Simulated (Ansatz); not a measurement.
# SiNH2F2 (SMILES [NH][SiH](F)F) at UBLYP/def2-SVPD

What is the electronic atomisation energy of SiNH2F2 at UBLYP/def2-SVPD? 

The calculation is run with Ansatz 0.2.0.

54 further runs of the same task are left out: 54 set aside as unsound or not needed.

### 1 The system as given

SiNH2F2 has 6 atoms, charge 0, and is taken as a doublet. As SMILES, `[NH][SiH](F)F`. The shape is that of a PBE0-D4/def2-TZVP optimisation. This is one conformer, not always the lowest.

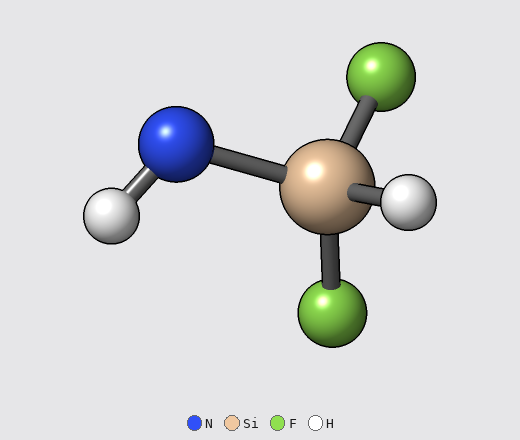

Viewed from a chosen angle; nitrogen blue, silicon light orange, fluorine green, hydrogen white.

### 2 A single-point energy at UBLYP/def2-SVPD

Contents of job.yaml:

```yaml
crystal:
  periodic: [false, false, false]
  atoms:
    - {symbol: "N", position_ang: [-0.025400, 1.001700, -0.903700]}
    - {symbol: Si, position_ang: [0.188000, -0.244900, 0.273000]}
    - {symbol: F, position_ang: [1.578700, -0.941400, -0.004700]}
    - {symbol: F, position_ang: [-0.908600, -1.390200, 0.207400]}
    - {symbol: H, position_ang: [-0.977800, 1.156700, -1.236500]}
    - {symbol: H, position_ang: [0.187200, 0.354100, 1.618300]}
basis:
  gaussian: {orbitals: def2-SVPD}
total_charge: 0
magnetization: {spin_polarized: true, initial_magnetization: 1}
hamiltonian: {xc: {name: BLYP}}
accuracy: high
output: {orbitals: {seedname: orbitals}}
```

Command:

```
$ ansatz run job.yaml --threads 1 --pin off --max-ram 3480MiB --events-out events.jsonl --progress --plain --runs-dir runs
```

Output:

```text
Warning: RAYON_NUM_THREADS=1 ignored (pool sized by the plan → 1); use --threads N
Functional definition: BLYP
  name "BLYP"
  parameter beta = 0.0042
  parameter a = 0.04918
  parameter b = 0.132
  parameter c = 0.2533
  parameter d = 0.349
  exchange = b88_x(beta = beta)
  correlation = lyp_c(a = a, b = b, c = c, d = d)
2113 factors; integrals over basis functions are off by at most 3.2e-9 eV
mean field evaluation 1: about -14820.1681 eV, gradient 4.5e1 eV
mean field evaluation 2: about -14797.4097 eV, gradient 8.8e1 eV
mean field evaluation 4: about -14827.4002 eV, gradient 3.4e0 eV
mean field evaluation 8: about -14827.4487 eV, gradient 6.6e-2 eV
mean field evaluation 16: about -14827.4488 eV, gradient 9.2e-5 eV
mean field evaluation 32: about -14827.2585 eV, gradient 1.2e0 eV
mean field -14827.44875622 eV, -544.8986913853 hartree, gradient 6.7e-8 eV, S^2 0.752516; 3 other end points of the search recorded, 0 dependent functions left out
reference -14827.44880706 eV, -544.8986932537 hartree; 21, 20 occupied and 85, 86 virtual orbitals, 2113 factors
Total energy: -14827.44880706 eV, -544.8986932537 hartree
```

Run time: 5.4 s. Hardware: 1 thread of AMD EPYC 9R45 (Zen 5), shared host; peak memory 0.34 GiB.

### 3 The F atom, same level

Contents of input.yaml:

```yaml
crystal:
  periodic: [false, false, false]
  atoms:
    - {symbol: F, position_ang: [0.000000, 0.000000, 0.000000]}
basis:
  gaussian:
    orbitals: def2-SVPD
magnetization:
  spin_polarized: true
  initial_magnetization: 1
total_charge: 0
hamiltonian:
  xc: {name: BLYP}
accuracy: high
```

Run the same way, it converges to -99.64446 Eh (log not shown).

### 4 The H atom

Contents of run.yaml:

```yaml
crystal:
  periodic: [false, false, false]
  atoms:
    - {symbol: H, position_ang: [0.000000, 0.000000, 0.000000]}
basis:
  gaussian: {orbitals: def2-SVPD}
magnetization: {spin_polarized: true, initial_magnetization: 1}
hamiltonian: {xc: {name: BLYP}}
accuracy: high
```

Run the same way, it converges to -0.49640 Eh (log not shown).

### 5 The N atom at the same level

Contents of run.yaml:

```yaml
crystal:
  periodic: [false, false, false]
  atoms:
    - {symbol: "N", position_ang: [0.000000, 0.000000, 0.000000]}
basis:
  gaussian: {orbitals: def2-SVPD}
magnetization: {spin_polarized: true, initial_magnetization: 3}
hamiltonian: {xc: {name: BLYP}}
accuracy: high
```

Run the same way, it converges to -54.52339 Eh (log not shown).

### 6 The Si atom

Contents of molecule.yaml:

```yaml
crystal:
  periodic: [false, false, false]
  atoms:
    - {symbol: Si, position_ang: [0.000000, 0.000000, 0.000000]}
basis:
  gaussian: {orbitals: def2-SVPD}
accuracy: high
magnetization: {spin_polarized: true, initial_magnetization: 2}
hamiltonian: {xc: {name: BLYP}}
```

Run the same way, it converges to -289.27874 Eh (log not shown).

### 7 Outcome

At UBLYP/def2-SVPD:

| quantity | value |
| --- | --- |
| molecule: total energy | -544.89869 Eh |
| molecule: HOMO energy (highest over α and β) | -7.24 eV |
| molecule: LUMO energy (lowest over α and β) | -5.81 eV |
| molecule: ⟨S²⟩ | 0.753 |
| F atom: total energy | -99.64446 Eh |
| F atom: ⟨S²⟩ | 0.751 |
| H atom: total energy | -0.49640 Eh |
| H atom: ⟨S²⟩ | 0.750 |
| N atom: total energy | -54.52339 Eh |
| N atom: ⟨S²⟩ | 3.753 |
| Si atom: total energy | -289.27874 Eh |
| Si atom: ⟨S²⟩ | 2.003 |
| electronic atomisation energy | 22.173 eV |

Taking the molecule apart into free atoms costs 22.17 eV (2139 kJ/mol), before zero-point energy and without spin-orbit coupling.
